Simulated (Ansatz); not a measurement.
**What CaHfSe3 (model cell, started as cubic perovskite with Hf in the octahedra) distorts into**

Which phase does CaHfSe3 (model cell, started as cubic perovskite with Hf in the octahedra) fall into along its unstable mode, and how much energy does it gain?

Calculated with Ansatz 0.2.0; DFT LDA, scalar-relativistic, plane waves, PAW; PAW set soft_1.

The structure was built from a prototype and need not be the compound's stable phase.

**1. The starting structure**

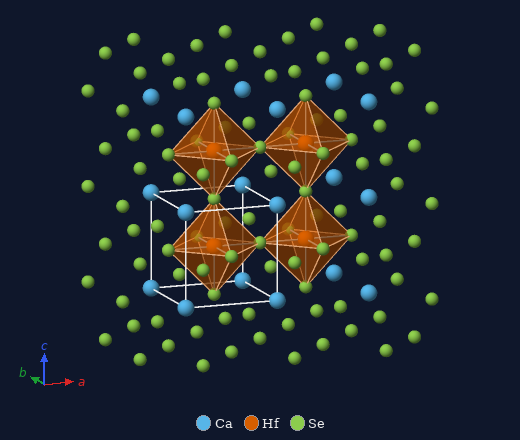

The cell as given, slightly off an axis (calcium blue, hafnium orange, selenium green). 2×1×2 cells are drawn. Some periodic images of atoms are drawn too.

**2. The dispersion**

The cell comes from relaxations at this level that are not shown. Stability and thermal properties need the whole zone. Linear response on a 2×2×2 q mesh gives force constants as far as a supercell of that size would.

Input file input.yaml:

```yaml
crystal:
  lattice:
    - [5.0745860677, 0.0, 0.0]
    - [0.0, 5.0745860677, 0.0]
    - [0.0, 0.0, 5.0745860677]
  atoms:
    - { symbol: Ca, position: [0.0, 0.0, 0.0] }
    - { symbol: Hf, position: [0.5, 0.5, 0.5] }
    - { symbol: Se, position: [0.5, 0.5, 0.0] }
    - { symbol: Se, position: [0.5, 0.0, 0.5] }
    - { symbol: Se, position: [0.0, 0.5, 0.5] }
kpoints:
  mp_grid: { grid: [8, 8, 8] }
hamiltonian:
  xc: lda
  pseudopotentials: { kind: paw, azcp: { folder: soft_1 }, xc_functional: pbe }
scf:
  occupations: { method: methfessel_paxton, width: 0.2 }
output:
  eigenvalues: true
phonons:
  method: dfpt
  qmesh: [2, 2, 2]
  temperatures: { t_max: 1000, t_step: 50 }
  qpath:
    path:
      - [[0.0, 0.0, 0.0], [0.0, 0.5, 0.0], [0.5, 0.5, 0.0], [0.0, 0.0, 0.0], [0.5, 0.5, 0.5], [0.0, 0.5, 0.0]]
      - [[0.5, 0.5, 0.5], [0.5, 0.5, 0.0]]
    npoints: 10
```

On the command line:

```
> ansatz run input.yaml --threads 4 --pin off --max-ram 16384MiB --backend cpu --events-out ev --progress --plain --runs-dir out
```

Numbers of over 12 decimals in the logs are rounded to 6 here.

Log:

```text
Engine: ansatz 0.2.0, aarch64-unknown-linux-gnu
Pseudopotentials: kind: paw
Pseudopotential: Ca, paw, valence charge 10, recommended cutoff 420 eV (normal), soft_1/Ca.paw.azcp
Pseudopotential: Hf, paw, valence charge 26, recommended cutoff 420 eV (normal), soft_1/Hf.paw.azcp
Pseudopotential: Se, paw, valence charge 16, recommended cutoff 420 eV (normal), soft_1/Se.paw.azcp
Functional definition: SPW92
  exchange = slater_x
  correlation = pw_c
Crystal: 5 atoms, lattice volume = 130.678 Å³
Basis set: ecut = 420 eV, 2517 PW (Γ), exchange–correlation on 72×72×72 points (8 copies of the dense FFT grid, shifted against one another)
Bands: 51, of which v1, the nominal top of the filled ones, is band 42 counted from 1 (41 counted from 0)
Symmetry: 48 space group operations
k-points: 35 of 512
Non-local potential: Ca, projectors of the file, l = 0: 3, l = 1: 2, l = 2: 2
Non-local potential: Hf, projectors of the file, l = 0: 3, l = 1: 2, l = 2: 2, l = 3: 3
Non-local potential: Se, projectors of the file, l = 0: 2, l = 1: 2, l = 2: 3, l = 3: 1
PAW form: soft (Blöchl's): semilocal exchange-correlation on the pseudo side does not see the compensation charge
PAW frozen core: Ca, regenerated for the run's functional, and the local potential with it (the file was generated under x = pbe(κ = 0.804, μ = 0.219515), c = pbe(β = 0.066725))
PAW frozen core: Hf, regenerated for the run's functional, and the local potential with it (the file was generated under x = pbe(κ = 0.804, μ = 0.219515), c = pbe(β = 0.066725))
PAW frozen core: Se, regenerated for the run's functional, and the local potential with it (the file was generated under x = pbe(κ = 0.804, μ = 0.219515), c = pbe(β = 0.066725))
PAW one-centre angular grid: Ca, 110 points (default); XC on 64 Gauss nodes
PAW one-centre angular grid: Hf, 590 points (default); XC on 64 Gauss nodes
PAW one-centre angular grid: Se, 590 points (default); XC on 64 Gauss nodes
Initial density: superposition of atomic densities (chi_scale 0.1, normalization cell, long waves kept (reshape's long-wave potential 0.00 eV rms))
Initial wavefunctions: pseudopotential atomic-orbital guess
Functional: x = slater, c = lda
SCF iter   1: F=—  HF=-33412.011241 eV  |F-HF|=—  |Δ(HF+E_count)|=         —  Δρ=1.02e-1  dr2=3.14e1  ethr=3.10e-3  ⟨swp⟩=8.0  Hψ=6928  notcnv=0
preconditioner: auto → Kerker (q_TF=auto, 2.535 Å⁻¹)  [metal: Δε(μ)=0.058 eV  Ē_g=12.027 eV  σ=0.200 eV  W_gap=0.24  n_scr=32 (ndim 8)  ℏωp=20.0 eV  f_vac=0.002  D(μ)=1.61/eV (n_scr^D=6)]
SCF iter   2: F=—  HF=-33407.626537 eV  |F-HF|=—  |Δ(HF+E_count)|=    4.38e0  S|Δr|=    0.00e0  Δρ=4.62e-2  dr2=6.76e0  ethr=3.10e-3  ⟨swp⟩=3.1  Hψ=3982  notcnv=0  defer=62
SCF iter   3: F=—  HF=-33406.385014 eV  |F-HF|=—  |Δ(HF+E_count)|=    1.24e0  S|Δr|=    0.00e0  Δρ=1.76e-2  dr2=9.78e-1  ethr=3.10e-3  ⟨swp⟩=3.1  Hψ=2858  notcnv=0  defer=61
SCF iter   4: F=—  HF=-33406.049188 eV  |F-HF|=—  |Δ(HF+E_count)|=   3.36e-1  S|Δr|=    0.00e0  Δρ=8.72e-3  dr2=2.07e-1  ethr=1.16e-3  ⟨swp⟩=2.2  Hψ=3787  notcnv=0  defer=88
SCF iter   5: F=—  HF=-33406.034300 eV  |F-HF|=—  |Δ(HF+E_count)|=   1.49e-2  S|Δr|=    0.00e0  Δρ=3.04e-3  dr2=1.91e-2  ethr=2.46e-4  ⟨swp⟩=2.3  Hψ=3496  notcnv=0  defer=90
SCF iter   6: F=—  HF=-33406.028690 eV  |F-HF|=—  |Δ(HF+E_count)|=   5.61e-3  S|Δr|=    0.00e0  Δρ=1.06e-3  dr2=2.62e-3  ethr=2.27e-5  ⟨swp⟩=2.4  Hψ=3155  notcnv=0  defer=87
SCF iter   7: F=—  HF=-33406.028222 eV  |F-HF|=—  |Δ(HF+E_count)|=   4.68e-4  S|Δr|=    0.00e0  Δρ=4.98e-4  dr2=8.33e-4  ethr=3.12e-6  ⟨swp⟩=2.0  Hψ=3120  notcnv=0  defer=87
SCF iter   8: F=—  HF=-33406.028061 eV  |F-HF|=—  |Δ(HF+E_count)|=   1.61e-4  S|Δr|=    0.00e0  Δρ=1.34e-4  dr2=4.34e-5  ethr=9.92e-7  ⟨swp⟩=2.0  Hψ=3126  notcnv=0  defer=87
SCF iter   9: F=—  HF=-33406.028063 eV  |F-HF|=—  |Δ(HF+E_count)|=   2.03e-6  S|Δr|=    0.00e0  Δρ=4.25e-5  dr2=5.50e-6  ethr=5.16e-8  ⟨swp⟩=2.1  Hψ=2521  notcnv=0  defer=87
SCF iter  10: F=—  HF=-33406.028060 eV  |F-HF|=—  |Δ(HF+E_count)|=   2.73e-6  S|Δr|=    0.00e0  Δρ=1.28e-5  dr2=2.61e-7  ethr=6.55e-9  ⟨swp⟩=2.0  Hψ=2890  notcnv=0  defer=94
[...]
SCF iter  14: F=—  HF=-33406.028060 eV  |F-HF|=—  |Δ(HF+E_count)|=  5.82e-11  S|Δr|=    0.00e0  Δρ=2.74e-7  dr2=1.11e-10  ethr=1.00e-12  ⟨swp⟩=2.0  Hψ=3162  notcnv=0  defer=94
SCF iter  15: F=—  HF=-33406.028060 eV  |F-HF|=—  |Δ(HF+E_count)|=  1.46e-10  S|Δr|=    0.00e0  Δρ=1.03e-7  dr2=2.00e-11  ethr=1.00e-12  ⟨swp⟩=2.2  Hψ=2315  notcnv=0  defer=94
SCF iter  16: F=-33406.028060 eV  HF=-33406.028060 eV  |F-HF|=1.46e-11  |Δ(HF+E_count)|=    0.00e0  S|Δr|=    0.00e0  Δρ=3.35e-8  dr2=2.07e-12  ethr=1.00e-12  ⟨swp⟩=12.5  Hψ=10704  notcnv=0
SCF 1 converged in 16 iterations: F = -33406.028060 eV  dr2 = 2.07e-12
  greatest PAW one-centre occupation: 1.000 electrons in one spin orbital (limit 2), on the Se atom at site 3 (counted from 0), in its partial waves of l = 2
Initial density: read from a saved state, or passed on in memory by an earlier SCF of this step, an earlier step, the calling program or the single point that the run made first
iter 1 solved again at ethr=1.35e-6 eV; its pass at ethr=3.10e-3 eV (dr2=1.14e-3 eV) is discarded
SCF iter   1: F=—  HF=-33406.028062 eV  |F-HF|=—  |Δ(HF+E_count)|=         —  Δρ=1.36e-6  dr2=1.80e-9  ethr=1.35e-6  ⟨swp⟩=3.0  Hψ=11972  notcnv=0
eigensolver tolerance schedule: the retry pair's looser diagonalisation over-reported the residual by 630543.48 of it (diagonalisation noise at an unbounded share of the residual, at the tolerance the schedule requests for it); recorded, not acted on — ethr = c·dr2/N_el stays at c = 1.0e-1
preconditioner: auto → Kerker (q_TF=auto, 2.535 Å⁻¹)  [metal: Δε(μ)=0.006 eV  Ē_g=10.542 eV  σ=0.200 eV  W_gap=0.03  n_scr=32 (ndim 8)  ℏωp=20.0 eV  f_vac=0.048  D(μ)=0.53/eV (n_scr^D=0)]
SCF iter   2: F=—  HF=-33406.028060 eV  |F-HF|=—  |Δ(HF+E_count)|=   1.47e-6  S|Δr|=    0.00e0  Δρ=8.79e-7  dr2=1.04e-9  ethr=2.14e-12  ⟨swp⟩=5.2  Hψ=6564  notcnv=0
SCF iter   3: F=—  HF=-33406.028060 eV  |F-HF|=—  |Δ(HF+E_count)|=  6.62e-10  S|Δr|=    0.00e0  Δρ=4.85e-7  dr2=2.68e-10  ethr=1.24e-12  ⟨swp⟩=2.7  Hψ=3622  notcnv=0
SCF iter   4: F=—  HF=-33406.028060 eV  |F-HF|=—  |Δ(HF+E_count)|=  1.09e-10  S|Δr|=    0.00e0  Δρ=3.13e-7  dr2=9.41e-11  ethr=1.00e-12  ⟨swp⟩=1.0  Hψ=1785  notcnv=0
SCF iter   5: F=—  HF=-33406.028060 eV  |F-HF|=—  |Δ(HF+E_count)|=  7.28e-12  S|Δr|=    0.00e0  Δρ=2.32e-7  dr2=5.13e-11  ethr=1.00e-12  ⟨swp⟩=1.0  Hψ=1785  notcnv=0
SCF iter   6: F=-33406.028060 eV  HF=-33406.028060 eV  |F-HF|=7.28e-12  |Δ(HF+E_count)|=  3.64e-11  S|Δr|=    0.00e0  Δρ=1.03e-7  dr2=9.38e-12  ethr=1.00e-12  ⟨swp⟩=3.0  Hψ=6174  notcnv=0
SCF 2 converged in 6 iterations: F = -33406.028060 eV  dr2 = 9.38e-12
  greatest PAW one-centre occupation: 1.000 electrons in one spin orbital (limit 2), on the Se atom at site 2 (counted from 0), in its partial waves of l = 2
phonons: the bands overlap, so this run is a metal and interpolates without the dipole-dipole term. If the crystal is really an insulator or semiconductor, its LO-TO splitting is missing
NSCF: frozen V_eff on 35 k-points
NSCF: frozen V_eff on 125 k-points
DFPT response loops at q = (0, 0, 0) (fractional): preconditioner auto → Kerker (q_TF=auto, 2.535 Å⁻¹) (partly filled bands, converged f_vac=0.048); β = 1.00, the filter's whole step (`scf.mixing.beta` (0.50) is not read by the response loops under this deck's `scf.mixing.preconditioner`; to damp them name `kerker` or `kerker_dos`, under which they read `scf.mixing.beta`, and type it under 1.00, their step now; both keys bind the ground state too); Broyden in place of MSR1
NSCF: frozen V_eff on 250 k-points
DFPT response loops at q = (0, 0, -0.5) (fractional): mixed as the last ones told, above
NSCF: frozen V_eff on 250 k-points
DFPT response loops at q = (0, -0.5, -0.5) (fractional): mixed as the last ones told, above
NSCF: frozen V_eff on 250 k-points
DFPT response loops at q = (-0.5, -0.5, -0.5) (fractional): mixed as the last ones told, above
SCF converged after 16 iterations
Stability not checked: this state was not tested for a lower state beside it, because cold or Methfessel-Paxton smearing, or corrected tetrahedra, fill the levels in a way that the test cannot read (fill_not_monotonic; see scf.lower_state_search)
Free energy (F): -33406.028060 eV
Harris-Foulkes:  -33406.028060 eV  (|F-HF|=1.46e-11)
Internal energy: -33406.029819 eV  (E = F + TS)
E sigma→0 (E₀):  -33406.028500 eV
Entropy (-TS):   0.001758 eV (0.352 meV/atom)
Fermi energy:    9.017455 eV
Step filling:    the computed levels leave a gap of 0.0188 eV = 0.1 smearing widths at the electron count; against every level under it full and every level over it empty, smearing changes F+E_penalty+E_count by -0.152 meV and its σ→0 estimate by -0.592 meV
--- Per-component energies (eV) ---
  E_band       = -1506.379293
  E_kinetic    = 997.791970
  E_local      = -18304.875602  (includes V_loc(G=0)·N_el)
  E_nonlocal   = -885.145161
  E_hartree    = 9048.099910
  E_xc         = -646.395682
  E_vxc        = -686.538088  (∫ρ·V_xc dr)
  E_paw        = -14415.160970  (= ΣΔE_a)
  E_vpaw       = -723.811237  (= ΣTr[D̂ρ^β])
  E_aug_tail   = -0.001041  (compensation charges beyond the density's cutoff)
  E_ewald      = -9209.735576
  E_core_change = 9.392334  (= ΣΔE_core)
  E_smearing   = 0.001758  (= −TS)
  E_closure    = 0.000000  (closes the sum)
  Σ components = -33406.028060   (vs F -33406.028060, Δ=0.00e0)
--- Band table (eV; the first three rows and the last of 35) ---
  k-point 0: bands = [... 38 lower, 7.5877, 8.4281, 8.4281, 8.4281, 9.0198, 9.0198, 9.0198, 9.7706, ... 5 higher]
  k-point 1: bands = [... 38 lower, 7.4363, 7.7779, 8.2565, 8.2565, 9.0472, 9.6103, 9.6103, 10.0781, ... 5 higher]
  k-point 2: bands = [... 38 lower, 6.7520, 7.1330, 8.1593, 8.1593, 9.1178, 10.5576, 10.5576, 10.7667, ... 5 higher]
  k-point 34: bands = [... 38 lower, 4.8669, 9.0386, 9.0386, 9.0386, 10.0206, 11.2859, 11.2859, 11.2859, ... 5 higher]
--- Phonons (Γ-DFPT): 4 representative perturbations + reference (Σ response iterations 13) ---
  ASR residual: 4.025e-5 → 0.000e0 eV/Å²; symmetrization residual: 5.031e-6 eV/Å²
  ASR residual per site (eV/Å²): 1.18e-8 1.10e-5 4.02e-5 4.02e-5 4.02e-5
  Γ frequencies (cm⁻¹): -118.68 -118.68 -118.68 -77.97 -77.97 -77.97 -45.48 -45.48 -45.48 0.00 0.00 0.00 250.37 250.37 250.37
--- Phonons (arbitrary-q DFPT): 4 irreducible q on the 2×2×2 mesh ---
  q = [0.0000, 0.0000, 0.0000] (star 1, of the zone-centre solve; hermiticity 6.83e-7, symmetrization 1.61e-11): -118.68 -118.68 -118.68 -77.97 -77.97 -77.97 -45.48 -45.48 -45.48 0.00 0.00 0.00 250.37 250.37 250.37
  q = [0.0000, 0.0000, -0.5000] (star 3, 9 solved perturbations in 975 linear systems a pass and spin channel, the states on 125 of 512 k-point pairs; hermiticity 5.87e-7, symmetrization 3.47e-12): -107.91 -107.91 -63.96 -63.96 -48.62 -22.99 -22.99 16.10 60.98 60.98 74.22 153.99 252.66 252.66 278.29
  q = [0.0000, -0.5000, -0.5000] (star 3, 9 solved perturbations in 975 linear systems a pass and spin channel, the states on 125 of 512 k-point pairs; hermiticity 7.61e-7, symmetrization 1.20e-12): -109.62 -109.62 -106.86 -85.92 -16.47 43.31 43.31 64.26 64.26 105.41 158.77 158.77 205.81 255.91 290.68
  q = [-0.5000, -0.5000, -0.5000] (star 1, 4 solved perturbations in 350 linear systems a pass and spin channel, the states on 125 of 512 k-point pairs; hermiticity 3.64e-7, symmetrization 1.51e-11): -112.03 -112.03 -112.03 -110.67 -110.67 -110.67 105.11 105.11 105.11 155.36 155.36 155.36 175.08 175.08 301.82
  sum rule: each row above includes the acoustic sum rule's correction from the zone centre's row sums; it moved no ω² by more than (0.37 cm⁻¹)²
  mesh force constants: q→R imaginary residual 3.49e-18; ASR residual 4.025e-5 → 0.000e0 eV/Å²; symmetrization residual 1.066e-14 eV/Å²
  interpolated dispersion: 62 rows × 15 modes
  density of states and harmonic sums: on the 12×12×12 q-mesh, interpolated from the force constants of a 2×2×2 supercell (no non-analytic term)
  largest difference from the sums on the solved wave vectors: F 1.17e-1 eV, S 1.69e-4 and C_V 5.27e-5 eV/K
  zero-point energy: 0.078289 eV/cell   skipped modes (ω ≤ 0): 531, of them read as no rigid motion or as one in doubt: 528 (6.137e0 modes/cell left out, lowest -118.68 cm⁻¹)   left out of the sums: 4.09e-1 of the cell's modes: C_V's classical limit lies that fraction below 3 k_B per atom; for a crystal, a wire or a layer, F and S can be off by more, and a phonons.interpolated_qmesh denser along its periods is the remedy for the sampling
```

The job ended after 9.2 min (4 threads of Arm Neoverse V2, shared host; peak memory 2.2 GiB).

This step gave:

- volume per atom: 26.14 Å³
- gap on the k-mesh: 0 eV
- sum-rule residual before enforcement: 4.02e-5 eV/Å²
- lowest frequency on the path: -118.7 cm⁻¹
- point group: m-3m
- highest frequency on the path or at a solved wavevector: 301.8 cm⁻¹
- highest optical mode at the zone centre (no LO-TO term): 250.4 cm⁻¹
- lowest optical zone-centre mode: -118.7 cm⁻¹
- lowest mode on the q mesh (acoustic modes at Γ apart): -118.7 cm⁻¹

Frequencies (cm⁻¹) solved at each irreducible wavevector; negative means imaginary. Frequencies by wavevector, by row:

| q in reciprocal lattice units | star | mode 1 | mode 2 | mode 3 | mode 4 | mode 13 | mode 14 | mode 15 |
| --- | --- | --- | --- | --- | --- | --- | --- | --- |
| 0 0 0 | 1 | -118.7 | -118.7 | -118.7 | -78 | 250.4 | 250.4 | 250.4 |
| 0 0 -0.5 | 3 | -107.9 | -107.9 | -64 | -64 | 252.7 | 252.7 | 278.3 |
| 0 -0.5 -0.5 | 3 | -109.6 | -109.6 | -106.9 | -85.9 | 205.8 | 255.9 | 290.7 |
| -0.5 -0.5 -0.5 | 1 | -112 | -112 | -112 | -110.7 | 175.1 | 175.1 | 301.8 |

Interpolated from a 2×2×2 q mesh. Phonon branches along the path, in cm⁻¹:

| point | branch 1 | branch 2 | branch 3 | branch 4 | branch 12 | branch 13 | branch 14 | branch 15 |
| --- | --- | --- | --- | --- | --- | --- | --- | --- |
| Γ | -119 | -119 | -119 | -78 | 0 | 250 | 250 | 250 |
| X | -108 | -108 | -64 | -64 | 154 | 253 | 253 | 278 |
| M | -110 | -110 | -107 | -86 | 159 | 206 | 256 | 291 |
| Γ | -119 | -119 | -119 | -78 | 0 | 250 | 250 | 250 |
| R | -112 | -112 | -112 | -111 | 155 | 175 | 175 | 302 |
| X | -108 | -108 | -64 | -64 | 154 | 253 | 253 | 278 |
| jump to R | -112 | -112 | -112 | -111 | 155 | 175 | 175 | 302 |
| M | -110 | -110 | -107 | -86 | 159 | 206 | 256 | 291 |

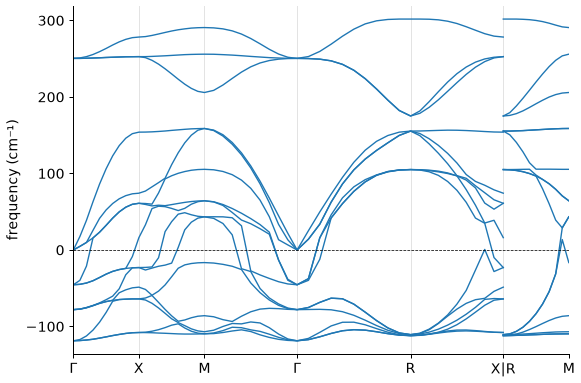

Phonon branches along the path.

Symmetry leaves 4 wavevectors to solve. The lowest mode among them, the acoustic zeros apart, lies at Γ and is imaginary, 118.7i cm⁻¹, so the energy falls along it.

**3. The mode frozen in, largest atomic shift 0 Å**

The mode followed lies at Γ with frequency 118.7i cm⁻¹ and is 3-fold degenerate, the softest among the wavevectors solved. At small amplitude the distorted cell has space group no. 38 by a symmetry search on the positions. The undistorted cell that holds it gives the zero of energy on the same k mesh.

input.yaml, the sections that differ from step 2:

```yaml
output:
  forces: true
  stress: true
  eigenvalues: true
# crystal, kpoints, hamiltonian, scf: as in step 2
# phonons: removed
```

Log:

```text
[...]
Crystal: 5 atoms, lattice volume = 130.678 Å³
Basis set: ecut = 420 eV, 2517 PW (Γ)
Bands: 51, of which v1, the nominal top of the filled ones, is band 42 counted from 1 (41 counted from 0)
Symmetry: 48 space group operations
[...]
k-points: 35 of 512
[...]
k-point 0: bands = [... 38 lower, 7.5877, 8.4281, 8.4281, 8.4281, 9.0198, 9.0198, 9.0198, 9.7707, ... 5 higher]
  k-point 1: bands = [... 38 lower, 7.4363, 7.7779, 8.2565, 8.2565, 9.0472, 9.6103, 9.6103, 10.0781, ... 5 higher]
  k-point 2: bands = [... 38 lower, 6.7520, 7.1330, 8.1593, 8.1593, 9.1178, 10.5576, 10.5576, 10.7668, ... 5 higher]
  k-point 34: bands = [... 38 lower, 4.8669, 9.0386, 9.0386, 9.0386, 10.0206, 11.2861, 11.2861, 11.2861, ... 5 higher]
[key lines of the parts left out:]
SCF converged after 11 iterations
Free energy (F): -33406.028057 eV
Fermi energy:    9.017442 eV
P = ⅓ Tr σ = -0.0001 GPa (-0.001 kbar)
```

It took 5 s on 4 threads; peak memory 0.54 GiB; 19 s of CPU time.

This step gave:

* pressure: -6.17e-5 GPa
* energy from the undistorted cell: 0 meV/atom

The run ends at a pressure of 0.00 GPa.

**4. The mode frozen in, largest atomic shift 0.6 Å**

The atoms are moved along the unstable eigenvector, the largest shift by 0.6 Å, with the cell fixed.

input.yaml, the sections that differ from step 3:

```yaml
crystal:
  lattice:
    - [5.0745860677, 0.0, 0.0]
    - [0.0, 5.0745860677, 0.0]
    - [0.0, 0.0, 5.0745860677]
  atoms:
    - { symbol: Ca, position: [0.0, 0.0836056504, 0.0836056504] }
    - { symbol: Hf, position: [0.5, 0.5012633153, 0.5012633153] }
    - { symbol: Se, position: [0.5, 0.4800896263, -0.0054646276] }
    - { symbol: Se, position: [0.5, -0.0054646276, 0.4800896263] }
    - { symbol: Se, position: [0.0, 0.4800896263, 0.4800896263] }
# kpoints, hamiltonian, scf, output: as in step 3
```

Log:

```text
[...]
Crystal: 5 atoms, lattice volume = 130.678 Å³
Basis set: ecut = 420 eV, 2517 PW (Γ)
Bands: 51, of which v1, the nominal top of the filled ones, is band 42 counted from 1 (41 counted from 0)
Symmetry: 4 space group operations
[...]
k-points: 105 of 512 (time reversal used)
[...]
k-point 0: bands = [... 38 lower, 7.4494, 8.1192, 8.1552, 8.3106, 9.0422, 9.0892, 9.2371, 9.9859, ... 5 higher]
  k-point 1: bands = [... 38 lower, 7.2662, 7.6764, 7.9884, 8.0902, 9.0747, 9.5567, 9.6306, 10.2506, ... 5 higher]
  k-point 2: bands = [... 38 lower, 6.7123, 6.9949, 7.9141, 7.9642, 9.1012, 10.4196, 10.4260, 10.8626, ... 5 higher]
  k-point 104: bands = [... 38 lower, 4.7989, 8.4792, 8.8701, 8.9036, 10.2417, 11.4558, 11.6143, 11.8367, ... 5 higher]
[key lines of the parts left out:]
SCF converged after 10 iterations
Free energy (F): -33406.314538 eV
Fermi energy:    8.968584 eV
P = ⅓ Tr σ = 1.3990 GPa (13.990 kbar)
```

The job ended after 23 s (4 threads; peak memory 0.74 GiB; 92 s of CPU time).

This step gave:

- pressure: 1.399 GPa
- gap on the k-mesh: 0.1091 eV
- energy from the undistorted cell: -57.32 meV/atom

The energy, extrapolated to zero smearing, is -57.32 meV/atom against the undistorted cell.

The run ends at a pressure of 1.40 GPa, with forces up to 0.27 eV/Å.

**5. Energy along the mode, all amplitudes (two of the runs are shown above)**

An imaginary frequency means negative curvature, so the energy should fall and then rise again as anharmonic terms take over.

This step gave:

```yaml
depth_at_the_lowest_point_sampled: 57.32 meV/atom
largest_atomic_shift_at_that_point: 0.6 Å
```

Table of energy from the parent by largest atomic shift:

| largest atomic shift (Å) | energy from the parent (meV/atom) |
| --- | --- |
| 0.000 | 0 |
| 0.040 | -0.409 |
| 0.080 | -1.63 |
| 0.140 | -4.92 |
| 0.220 | -11.8 |
| 0.320 | -23.5 |
| 0.450 | -41.1 |
| 0.600 | -57.3 |

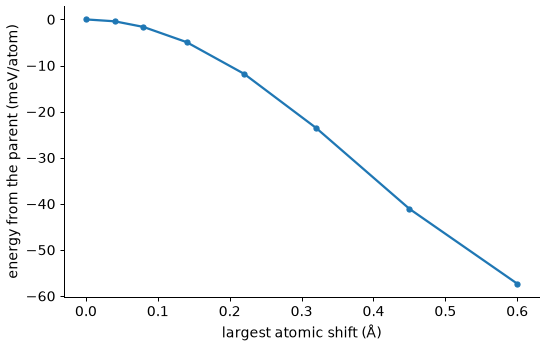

Energy from the parent against largest atomic shift.

Displacement at unit largest shift by atom:

| atom | x (Å) | y (Å) | z (Å) | size |
| --- | --- | --- | --- | --- |
| Ca1 | 0.000 | 0.707 | 0.707 | 1.000 |
| Hf2 | 0.000 | 0.011 | 0.011 | 0.016 |
| Se3 | 0.000 | -0.168 | -0.046 | 0.174 |
| Se4 | 0.000 | -0.046 | -0.168 | 0.174 |
| Se5 | 0.000 | -0.168 | -0.168 | 0.238 |

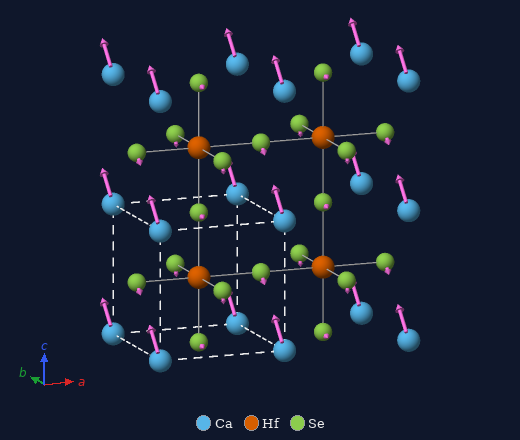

Displacement at unit largest shift as arrows, the longest 1.000 Å. 2×1×2 cells are drawn. Some periodic images of atoms are drawn too.

The lowest of the steps tried is the last one, at 0.6 Å, 57.3 meV/atom below the parent; the bottom of the well need not coincide with a step.

(Continued in part 2 of 2.)

[Logs are printed without paths, hosts, clocks, repeated set-up lines and the standing remarks that a program may print on its own settings, such as how far it seeks lower states.]

[Hosts, paths, dates, database ids (printed as entryN), source tags and the programs' standing remarks are cut or masked in the printed files.]
